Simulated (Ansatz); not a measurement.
# A vacancy of Te at several sites of Σ7 (111) twist boundary in a CdSe-CdTe solid solution (84 atoms), part 2 of 2

Aim: make a vacancy of Te at several sites of Σ7 (111) twist boundary in a CdSe-CdTe solid solution (84 atoms), relax each, and compare their energies.

Ansatz 0.2.0; Kohn-Sham DFT, PBE, PAW (set soft_2, large core), plane waves.

The cell: 42 Cd, 27 Se and 15 Te. The Brillouin zone is sampled at Γ only, in a cell whose shortest periodic width is 10 Å. The levels lack spin–orbit coupling.

So far. Step 2 (Single point at the start): The r.m.s. force at the start is 0.17 eV/Å. Step 3 (Relaxation): The relaxation converged after 13 steps, 1.19 eV below its start, with a largest force component of 0.028 eV/Å.

**4. Single point at the relaxed geometry**

One more single point at the end of the walk gives the fuller output and checks the residual forces.

input.yaml

```yaml
crystal:
  lattice:
    - [11.63132, 0.0, 0.0]
    - [5.81566, 10.07302, 0.0]
    - [0.0, 0.0, 21.36885]
  atoms:
    - { symbol: Cd, position: [0.56634, 0.35495, 0.44938] }
    - { symbol: Se, position: [0.5518, 0.35789, 0.07029] }
    - { symbol: Cd, position: [0.70747, 0.12068, 0.12007] }
    - { symbol: Se, position: [0.72519, 0.11737, 0.24266] }
    - { symbol: Cd, position: [0.13806, 0.60708, 0.43621] }
    - { symbol: Se, position: [0.11073, 0.62772, 0.05333] }
    [... 72 atom lines left out ...]
    - { symbol: Cd, position: [0.29936, 0.24858, 0.60033] }
    - { symbol: Te, position: [0.30046, 0.25212, 0.73044] }
    - { symbol: Cd, position: [0.04976, 0.46303, 0.76458] }
    - { symbol: Se, position: [0.05794, 0.44648, 0.88841] }
    - { symbol: Cd, position: [0.49247, 0.30549, 0.77846] }
    - { symbol: Te, position: [0.48181, 0.30056, 0.90931] }
kpoints:
  mp_grid: { grid: [1, 1, 1] }
hamiltonian:
  xc: pbe
  pseudopotentials: { kind: paw, core: large }
scf:
  occupations: { method: fermi_dirac, width: 0.025 }
output:
  forces: true
  stress: true
  populations: true
  dos:
    method: { smearing: { sigma: 0.08 } }
    de: 0.1
    projected:
      site_lists:
        Cd: [Cd]
        Se: [Se]
        Te: [Te]
        lower_grain: [0, 1, 2, 3, 4, 5, 6, 7, 8, 9, 10, 11, 12, 13, 14, 15, 16, 17, 18, 19, 20, 21, 22, 23, 24, 25, 26, 27, 28, 29, 30, 31, 32, 33, 34, 35, 36, 37, 38, 39, 40, 41]
        upper_grain: [42, 43, 44, 45, 46, 47, 48, 49, 50, 51, 52, 53, 54, 55, 56, 57, 58, 59, 60, 61, 62, 63, 64, 65, 66, 67, 68, 69, 70, 71, 72, 73, 74, 75, 76, 77, 78, 79, 80, 81, 82, 83]
  eigenvalues: true
  write_density: true
  write_potential: true
  volumetric_format: npy
```

On the command line:

```bash
ansatz run input.yaml --threads 4 --pin off --max-ram 8192MiB --backend cpu --events-out ev --progress --plain --runs-dir out
```

Numbers of over 12 decimals in the logs are rounded to 6 here.

The program printed:

```text
[...]
Crystal: 84 atoms, lattice volume = 2503.628 Å³
Basis set: ecut = 420 eV, 49013 PW (Γ), exchange–correlation on 160×160×288 points (8 copies of the dense FFT grid, shifted against one another)
Bands: 656, of which v1, the nominal top of the filled ones, is band 546 counted from 1 (545 counted from 0)
Symmetry: 1 space group operations
[...]
k-points: 1
[...]
SCF iter   1: F=—  HF=-490520.942559 eV  |F-HF|=—  |Δ(HF+E_count)|=         —  Δρ=2.24e-2  dr2=2.45e1  ethr=3.10e-3  ⟨swp⟩=7.0  Hψ=2442  notcnv=0  defer=65
[...]
SCF iter  12: F=-490515.578932 eV  HF=-490515.578932 eV  |F-HF|=4.07e-9  |Δ(HF+E_count)|=   4.20e-8  Δρ=5.92e-7  dr2=1.23e-8  ethr=9.16e-12  ⟨swp⟩=20.0  Hψ=6022  notcnv=0
SCF 1 converged in 12 iterations: F = -490515.578932 eV  dr2 = 1.23e-8
[...]
SCF converged after 12 iterations
Free energy (F): -490515.578932 eV
[...]
Internal energy: -490515.578303 eV  (E = F + TS)
E sigma→0 (E₀):  -490515.578618 eV
Entropy (-TS):   -0.000629 eV (-0.007 meV/atom)
Fermi energy:    6.793525 eV
[...]
--- Forces (eV/Å), atoms counted from 1 ---
  atom   1  Cd    -0.00312911     0.00829995    -0.00004880
  atom   2  Se     0.01168906     0.00476454     0.01089340
  atom   3  Cd    -0.00659777     0.00616291    -0.00823774
  atom   4  Se     0.00033849    -0.00547800     0.00641184
  atom   5  Cd     0.00847225    -0.00445176    -0.00108250
  atom   6  Se    -0.00524481    -0.00533500    -0.00794248
  atom   7  Cd     0.00215485     0.00546679    -0.00152200
  atom   8  Te     0.00002547    -0.00222721     0.00497630
  atom   9  Cd     0.00400647    -0.00191606    -0.00559691
  atom  10  Te     0.00353317     0.00646474    -0.00630289
  atom  11  Cd     0.01758858    -0.00503943     0.00155948
  atom  12  Se    -0.00729496     0.00647677    -0.00447503
  atom  13  Cd     0.00500976    -0.00330154    -0.00882648
  atom  14  Se    -0.00222395    -0.00033942     0.00734173
[...]
atom  83  Cd    -0.00110141     0.00649511     0.00173683
  atom  84  Te    -0.00464466    -0.01069053    -0.01636405
  max |Σ_I F_I| component: 8.05e-6 eV/Å
--- Stress (GPa, compression-positive) ---
        1.851447      -0.032566      -0.016993
       -0.032566       1.928950       0.003420
       -0.016993       0.003420       2.717561
  P = ⅓ Tr σ = 2.1660 GPa (21.660 kbar)
--- Band table (eV) ---
[...]
--- Löwdin populations: 84 sites ---
  site symbol       q [e]
     0     Cd     18.8108
     1     Se      7.0545
     2     Cd     18.7793
[...]
83     Te      6.8793
  spilling = 0.007975 (of n_electrons = 1092.000000)
```

It took 88 s on 4 threads of Arm Neoverse V2, shared host; peak memory 4.1 GiB.

The run gave:

- free energy: -490515.5789 eV
- free energy per atom: -5839.4712 eV/atom
- SCF cycles: 12
- pressure: 2.166 GPa
- r.m.s. force component: 0.0066 eV/Å
- longest force: 0.03503 eV/Å
- Fermi energy: 6.794 eV
- gap (highest filled to lowest empty level): 0.3605 eV
- spilling of the projection: 0.007975

**5. Vacancy of Te, site Te26**

The site has 4 bonded neighbours (Cd4) at 2.83 Å on average, by cutoffs that count no bonds between two metal atoms or like ions, in the lower grain. The change is made in the relaxed cell and the atoms are relaxed again.

input.yaml

```yaml
crystal:
  lattice:
    - [11.63132, 0.0, 0.0]
    - [5.81566, 10.07302, 0.0]
    - [0.0, 0.0, 21.36885]
  atoms:
    [... atom lines 1 to 22 left out ...]
    - { symbol: Cd, position: [0.90114, 0.86978, 0.27608] }
    - { symbol: Te, position: [0.90991, 0.85582, 0.40651] }
    - { symbol: Cd, position: [0.95333, 0.05709, 0.45337] }
    - { symbol: Cd, position: [0.01561, 0.25217, 0.10194] }
    - { symbol: Se, position: [0.00966, 0.26409, 0.22551] }
    - { symbol: Cd, position: [0.06246, 0.45201, 0.26163] }
    - { symbol: Se, position: [0.05706, 0.45127, 0.38599] }
    [... atom lines 30 to 83 left out ...]
kpoints:
  mp_grid: { grid: [1, 1, 1] }
hamiltonian:
  xc: pbe
  pseudopotentials: { kind: paw, core: large }
scf:
  occupations: { method: fermi_dirac, width: 0.025 }
output:
  forces: true
  eigenvalues: true
relax:
  f_tol: 0.05
  max_steps: 90
```

The program printed:

```text
[...]
Crystal: 83 atoms, lattice volume = 2503.628 Å³
Basis set: ecut = 420 eV, 49013 PW (Γ), exchange–correlation on 160×160×288 points (8 copies of the dense FFT grid, shifted against one another)
Bands: 652, of which v1, the nominal top of the filled ones, is band 543 counted from 1 (542 counted from 0)
Symmetry: 1 space group operations
[...]
k-points: 1
[...]
SCF iter   1: F=—  HF=-485574.658371 eV  |F-HF|=—  |Δ(HF+E_count)|=         —  Δρ=2.20e-2  dr2=2.74e1  ethr=3.10e-3  ⟨swp⟩=8.0  Hψ=2627  notcnv=0  defer=60
[...]
SCF iter   8: F=—  HF=-485569.190977 eV  |F-HF|=—  |Δ(HF+E_count)|=   1.74e-4  Δρ=2.62e-5  dr2=2.29e-5  ethr=3.18e-8  ⟨swp⟩=3.0  Hψ=926  notcnv=0  defer=102
SCF iter   9: F=-485569.191005 eV  HF=-485569.191005 eV  |F-HF|=2.08e-7  |Δ(HF+E_count)|=   2.81e-5  Δρ=1.30e-5  dr2=4.07e-6  ethr=2.11e-9  ⟨swp⟩=14.0  Hψ=3908  notcnv=0
SCF 1 converged in 9 iterations: F = -485569.191005 eV  dr2 = 4.07e-6
[...]
relax step   1: F+E_penalty+E_count = -485569.19100486 eV  Δ(F+E_penalty+E_count) = +0.000e0 eV  max|allowed force component| = 7.337e-1 eV/Å  Δτ_max = 0.0000 Å  (9 SCF iters, dr2 threshold 6.25e-5 eV, accepted)
[...]
relax step   2: F+E_penalty+E_count = -485569.44518316 eV  Δ(F+E_penalty+E_count) = -2.542e-1 eV  max|allowed force component| = 1.586e-1 eV/Å  Δτ_max = 0.1946 Å  (6 SCF iters, dr2 threshold 3.36e-5 eV, accepted)
[...]
relax step   3: F+E_penalty+E_count = -485569.58990191 eV  Δ(F+E_penalty+E_count) = -1.447e-1 eV  max|allowed force component| = 1.049e-1 eV/Å  Δτ_max = 0.2000 Å  (9 SCF iters, accepted)
relax step   4: F+E_penalty+E_count = -485569.70084833 eV  Δ(F+E_penalty+E_count) = -1.109e-1 eV  max|allowed force component| = 9.670e-2 eV/Å  Δτ_max = 0.1945 Å  (9 SCF iters, accepted)
relax step   5: F+E_penalty+E_count = -485569.75786677 eV  Δ(F+E_penalty+E_count) = -5.702e-2 eV  max|allowed force component| = 5.790e-2 eV/Å  Δτ_max = 0.1919 Å  (7 SCF iters, dr2 threshold 4.09e-6 eV, accepted)
relax step   6: F+E_penalty+E_count = -485569.79795843 eV  Δ(F+E_penalty+E_count) = -4.009e-2 eV  max|allowed force component| = 4.479e-2 eV/Å  Δτ_max = 0.2000 Å  (9 SCF iters, accepted)
relax step   7: F+E_penalty+E_count = -485569.80981037 eV  Δ(F+E_penalty+E_count) = -1.185e-2 eV  max|allowed force component| = 5.632e-2 eV/Å  Δτ_max = 0.1071 Å  (9 SCF iters, accepted)
[...]
relax step   8: F+E_penalty+E_count = -485569.81641099 eV  Δ(F+E_penalty+E_count) = -6.601e-3 eV  max|allowed force component| = 3.166e-2 eV/Å  Δτ_max = 0.0394 Å  (8 SCF iters, accepted)
SCF converged after 8 iterations
Free energy (F): -485569.816411 eV
[...]
Internal energy: -485569.816411 eV  (E = F + TS)
E sigma→0 (E₀):  -485569.816411 eV
Fermi energy:    7.265122 eV
[...]
Σ components = -485569.816411   (vs F -485569.816411, Δ=0.00e0)
--- Forces (eV/Å), atoms counted from 1 ---
  atom   1  Cd    -0.00177597    -0.00549368    -0.00207457
  atom   2  Se     0.02378065     0.01576756     0.01651881
  atom   3  Cd    -0.00423744    -0.01440431    -0.00550872
  atom   4  Se     0.01629896    -0.00458435     0.01355014
[...]
atom  83  Te    -0.01001307    -0.00226939    -0.01067480
  max |Σ_I F_I| component: 2.52e-5 eV/Å
--- Band table (eV) ---
[...]
--- Relaxed structure (8 steps of the walk, 8 accepted, 0 SCFs on fresh bases) ---
  F+E_penalty+E_count = -485569.81641099 eV   max|allowed force component| = 3.166e-2 eV/Å
  atoms:
    - { symbol: Cd, position: [0.557375, 0.367997, 0.449182] }
    - { symbol: Se, position: [0.544157, 0.384671, 0.065953] }
    - { symbol: Cd, position: [0.668725, 0.157150, 0.122083] }
    - { symbol: Se, position: [0.722332, 0.138130, 0.239857] }
[...]
- { symbol: Te, position: [0.489469, 0.280425, 0.905938] }
```

Run time: 7.6 min. Hardware: 4 threads; peak memory 4.1 GiB.

The relaxation converged after 8 steps, 0.625 eV below its start, with a largest force component of 0.032 eV/Å.

The surroundings of the place of the removed atom, after relaxation: 10 atoms, nearest first, with positions taken from that point. Atoms keep their numbers of the cell before the removal, where the removed atom was number 26.

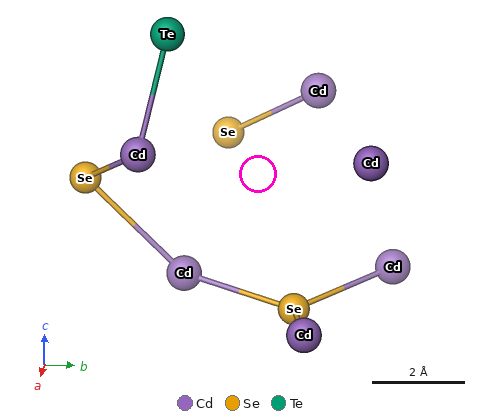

The atoms of the table, within 4.2 Å (arrows a, b, c point along x, y, z); some may hide others. A ring marks the centre wherever it is empty.

| atom | x | y | z | distance (Å) | bonds |
| --- | --- | --- | --- | --- | --- |
| Cd7 | 1.22 | -2.55 | 0.67 | 2.91 | 3 |
| Se54 | 0.17 | 0.88 | -2.99 | 3.12 | 4 |
| Cd45 | -0.79 | -1.61 | -2.57 | 3.13 | 4 |
| Cd3 | -2.73 | 1.08 | 1.16 | 3.15 | 3 |
| Cd27 | 2.32 | 2.64 | 1.05 | 3.67 | 3 |
| Se18 | -3.70 | -0.94 | -0.18 | 3.82 | 4 |
| Se6 | -0.72 | -3.83 | -0.49 | 3.93 | 5 |
| Te8 | 0.87 | -2.01 | 3.34 | 3.99 | 4 |
| Cd67 | -1.54 | 2.90 | -2.42 | 4.08 | 4 |
| Cd77 | 2.81 | 1.32 | -2.79 | 4.17 | 4 |

The column of bonds counts only the pairs Cd-Se within 3.09 Å, Cd-Te within 3.30 Å; other neighbours, such as metal atoms beside each other in a compound, aren't counted, and periodic images can show an atom twice.

The largest move is 0.83 Å, by Cd27.

**6. Vacancy of Te, site Te80**

The site has 4 bonded neighbours (Cd4) at 2.80 Å on average, in the upper grain. 

Input and log are left out; they have the form of those shown for this kind of step.

Elapsed: 10 min, on 4 threads of Arm Neoverse V2, shared host; peak memory 4.1 GiB.

The relaxation converged after 12 steps, 0.643 eV below its start, with a largest force component of 0.033 eV/Å.

**7. Vacancy of Te, site Te84**

The site has 4 bonded neighbours (Cd4) at 2.84 Å on average, in the upper grain. 

Input and log are left out; they have the form of those shown for this kind of step.

Elapsed: 6.3 min, on 4 threads of Arm Neoverse V2, shared host; peak memory 4.1 GiB.

The relaxation converged after 7 steps, 0.708 eV below its start, with a largest force component of 0.033 eV/Å.

**8. Vacancy of Te, site Te56**

The site has 4 bonded neighbours (Cd4) at 2.84 Å on average, in the upper grain. 

Input and log are left out; they have the form of those shown for this kind of step.

Run time: 11 min. Hardware: 4 threads of Arm Neoverse V2, shared host; peak memory 4.1 GiB; 45 min of CPU time.

The relaxation converged after 13 steps, 0.729 eV below its start, with a largest force component of 0.042 eV/Å.

**9. Vacancy of Te, site Te42**

The site has 4 bonded neighbours (Cd4) at 2.80 Å on average, in the lower grain. 

input.yaml, the sections that differ from step 5:

```yaml
crystal:
  lattice:
    - [11.63132, 0.0, 0.0]
    - [5.81566, 10.07302, 0.0]
    - [0.0, 0.0, 21.36885]
  atoms:
    [... atom lines 1 to 38 left out ...]
    - { symbol: Cd, position: [0.79124, 0.29492, 0.27933] }
    - { symbol: Se, position: [0.80125, 0.30066, 0.40277] }
    - { symbol: Cd, position: [0.18667, 0.02819, 0.26817] }
    - { symbol: Cd, position: [0.56134, 0.03793, 0.94941] }
    - { symbol: Te, position: [0.55964, 0.04115, 0.57258] }
    - { symbol: Cd, position: [0.95188, 0.95734, 0.9452] }
    - { symbol: Se, position: [0.96639, 0.95364, 0.56971] }
    [... atom lines 46 to 83 left out ...]
# kpoints, hamiltonian, scf, output, relax: as in step 5
```

The program printed:

```text
[...]
Crystal: 83 atoms, lattice volume = 2503.628 Å³
Basis set: ecut = 420 eV, 49013 PW (Γ), exchange–correlation on 160×160×288 points (8 copies of the dense FFT grid, shifted against one another)
Bands: 652, of which v1, the nominal top of the filled ones, is band 543 counted from 1 (542 counted from 0)
Symmetry: 1 space group operations
[...]
k-points: 1
[...]
SCF iter   1: F=—  HF=-485574.219794 eV  |F-HF|=—  |Δ(HF+E_count)|=         —  Δρ=2.20e-2  dr2=2.35e1  ethr=3.10e-3  ⟨swp⟩=7.0  Hψ=2422  notcnv=0  defer=65
[...]
SCF iter   8: F=—  HF=-485569.113154 eV  |F-HF|=—  |Δ(HF+E_count)|=   1.44e-4  Δρ=1.66e-5  dr2=1.19e-5  ethr=1.45e-8  ⟨swp⟩=3.0  Hψ=1157  notcnv=0  defer=103
SCF iter   9: F=-485569.113174 eV  HF=-485569.113173 eV  |F-HF|=6.51e-7  |Δ(HF+E_count)|=   1.90e-5  Δρ=5.71e-6  dr2=1.59e-6  ethr=1.10e-9  ⟨swp⟩=14.0  Hψ=3424  notcnv=0
SCF 1 converged in 9 iterations: F = -485569.113174 eV  dr2 = 1.59e-6
[...]
relax step   1: F+E_penalty+E_count = -485569.11317383 eV  Δ(F+E_penalty+E_count) = +0.000e0 eV  max|allowed force component| = 5.353e-1 eV/Å  Δτ_max = 0.0000 Å  (9 SCF iters, dr2 threshold 6.25e-5 eV, accepted)
[...]
relax step   2: F+E_penalty+E_count = -485569.32027234 eV  Δ(F+E_penalty+E_count) = -2.071e-1 eV  max|allowed force component| = 2.411e-1 eV/Å  Δτ_max = 0.1928 Å  (6 SCF iters, dr2 threshold 1.79e-5 eV, accepted)
[...]
relax step   3: F+E_penalty+E_count = -485569.39917013 eV  Δ(F+E_penalty+E_count) = -7.890e-2 eV  max|allowed force component| = 1.137e-1 eV/Å  Δτ_max = 0.0843 Å  (6 SCF iters, dr2 threshold 3.63e-6 eV, accepted)
relax step   4: F+E_penalty+E_count = -485569.46044887 eV  Δ(F+E_penalty+E_count) = -6.128e-2 eV  max|allowed force component| = 1.745e-1 eV/Å  Δτ_max = 0.2000 Å  (7 SCF iters, dr2 threshold 2.62e-6 eV, accepted)
relax step   5: F+E_penalty+E_count = -485569.50427813 eV  Δ(F+E_penalty+E_count) = -4.383e-2 eV  max|allowed force component| = 1.235e-1 eV/Å  Δτ_max = 0.1949 Å  (7 SCF iters, dr2 threshold 6.77e-6 eV, accepted)
relax step   6: F+E_penalty+E_count = -485569.56631473 eV  Δ(F+E_penalty+E_count) = -6.204e-2 eV  max|allowed force component| = 2.241e-1 eV/Å  Δτ_max = 0.1915 Å  (7 SCF iters, dr2 threshold 7.65e-6 eV, accepted)
relax step   7: F+E_penalty+E_count = -485569.65509961 eV  Δ(F+E_penalty+E_count) = -8.878e-2 eV  max|allowed force component| = 2.205e-1 eV/Å  Δτ_max = 0.1912 Å  (6 SCF iters, dr2 threshold 2.52e-5 eV, accepted)
relax step   8: F+E_penalty+E_count = -485569.69002668 eV  Δ(F+E_penalty+E_count) = -3.493e-2 eV  max|allowed force component| = 2.941e-1 eV/Å  Δτ_max = 0.1905 Å  (5 SCF iters, dr2 threshold 4.71e-5 eV, accepted)
relax step   9: F+E_penalty+E_count = -485569.74865387 eV  Δ(F+E_penalty+E_count) = -5.863e-2 eV  max|allowed force component| = 8.361e-2 eV/Å  Δτ_max = 0.2000 Å  (5 SCF iters, dr2 threshold 8.37e-5 eV, accepted)
relax step  10: F+E_penalty+E_count = -485569.77768711 eV  Δ(F+E_penalty+E_count) = -2.903e-2 eV  max|allowed force component| = 7.680e-2 eV/Å  Δτ_max = 0.1933 Å  (8 SCF iters, accepted)
relax step  11: F+E_penalty+E_count = -485569.78975688 eV  Δ(F+E_penalty+E_count) = -1.207e-2 eV  max|allowed force component| = 8.318e-2 eV/Å  Δτ_max = 0.1949 Å  (8 SCF iters, accepted)
relax step  12: F+E_penalty+E_count = -485569.79764975 eV  Δ(F+E_penalty+E_count) = -7.893e-3 eV  max|allowed force component| = 3.257e-2 eV/Å  Δτ_max = 0.0391 Å  (5 SCF iters, dr2 threshold 5.84e-6 eV, accepted)
[...]
relax step  13: F+E_penalty+E_count = -485569.79765042 eV  Δ(F+E_penalty+E_count) = -6.760e-7 eV  max|allowed force component| = 3.254e-2 eV/Å  Δτ_max = 0.0000 Å  (4 SCF iters, accepted)
SCF converged after 4 iterations
Free energy (F): -485569.797650 eV
[...]
Internal energy: -485569.797643 eV  (E = F + TS)
E sigma→0 (E₀):  -485569.797647 eV
Entropy (-TS):   -0.000007 eV (-0.000 meV/atom)
Fermi energy:    6.745422 eV
[...]
Σ components = -485569.797650   (vs F -485569.797650, Δ=0.00e0)
--- Forces (eV/Å), atoms counted from 1 ---
  atom   1  Cd     0.00162714     0.00743367    -0.00178648
  atom   2  Se     0.02002606    -0.00314269     0.01780631
  atom   3  Cd     0.00056337     0.00202315    -0.00966146
  atom   4  Se     0.01507267     0.00906170     0.00954085
[...]
atom  83  Te    -0.00228682    -0.00062453    -0.01458351
  max |Σ_I F_I| component: 2.94e-5 eV/Å
--- Band table (eV) ---
[...]
--- Relaxed structure (13 steps of the walk, 13 accepted, 0 SCFs on fresh bases) ---
  F+E_penalty+E_count = -485569.79765042 eV   max|allowed force component| = 3.254e-2 eV/Å
  atoms:
    - { symbol: Cd, position: [0.560836, 0.371628, 0.442551] }
    - { symbol: Se, position: [0.558067, 0.358505, 0.068244] }
    - { symbol: Cd, position: [0.714121, 0.122319, 0.119965] }
    - { symbol: Se, position: [0.733276, 0.120251, 0.242916] }
[...]
- { symbol: Te, position: [0.468725, 0.300513, 0.906704] }
```

The job ended after 11 min (4 threads; peak memory 4.1 GiB).

The relaxation converged after 13 steps, 0.684 eV below its start, with a largest force component of 0.033 eV/Å.

**10. The sites compared**

All these cells hold the same atoms, so their energies can be compared with no chemical potential.

| site | neighbours | mean distance (Å) | atoms within 6 Å | region | distance to the other part (Å; 6 means 6 or more) | energy over the best site (eV) | before relaxation (eV) | gain on relaxing (eV) |
| --- | --- | --- | --- | --- | --- | --- | --- | --- |
| Te56 | Cd4 | 2.84 | 28 | upper grain | 2.9 | 0.00 | 0.03 | 0.73 |
| Te26 | Cd4 | 2.83 | 29 | lower grain | 2.9 | 0.08 | 0.00 | 0.63 |
| Te42 | Cd4 | 2.80 | 29 | lower grain | 3.9 | 0.10 | 0.08 | 0.68 |
| Te84 | Cd4 | 2.84 | 31 | upper grain | 3.7 | 0.24 | 0.24 | 0.71 |
| Te80 | Cd4 | 2.80 | 28 | upper grain | 6.0 | 0.31 | 0.25 | 0.64 |

Neighbours are those of the relaxed host within 3.30 Å (Cd-Te); other pairs aren't counted.

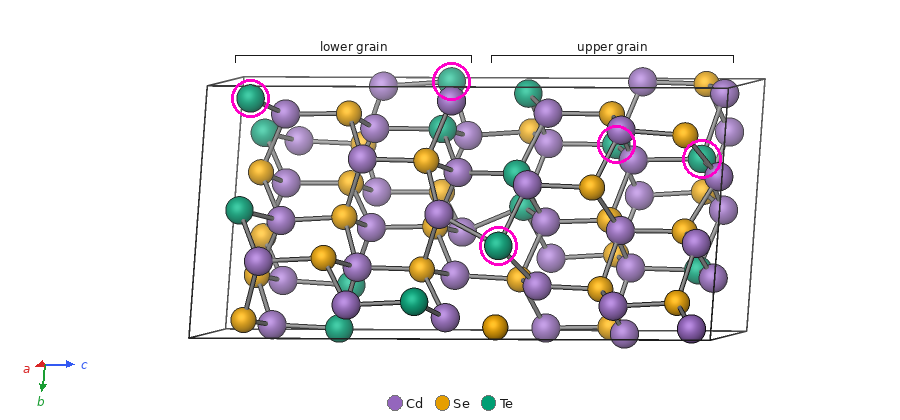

The relaxed cell with the tried sites ringed. Bonds to atoms that aren't drawn are left out. Some periodic images of atoms are drawn too.

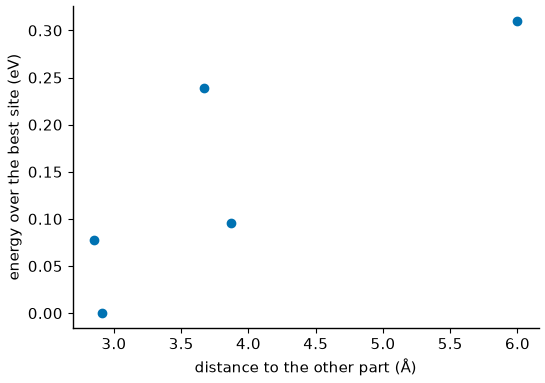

Site energy against the site's surroundings.

**11. Findings**

The cheapest site is Te56 (4 neighbours, Cd4, in the upper grain); the dearest, Te80 (4 neighbours, Cd4, in the upper grain), costs 0.31 eV more. Over 5 sites the energy rises with the distance to the other part (correlation +0.84). Sites with the same first shell differ by up to 0.31 eV, from their geometry, farther neighbours or both. Relaxation changes the order: the best site before relaxing was Te26.

Caveats: Defects are neutral and interact with their images. Only 5 of the 15 Te sites were tried; unless symmetry makes the others alike to these, a cheaper one may exist. The host structure and its lattice constant were typed by rule, without a check against the phase diagram. The pressure of 2.2 GPa means that a free cell would grow at this level.

The DFT runs together took 57 min of wall time.

[Logs are printed without paths, hosts, clocks, repeated set-up lines and the standing remarks that a program may print on its own settings, such as how far it seeks lower states.]

[Hosts, paths, dates, database ids (printed as entryN), source tags and the programs' standing remarks are cut or masked in the printed files.]
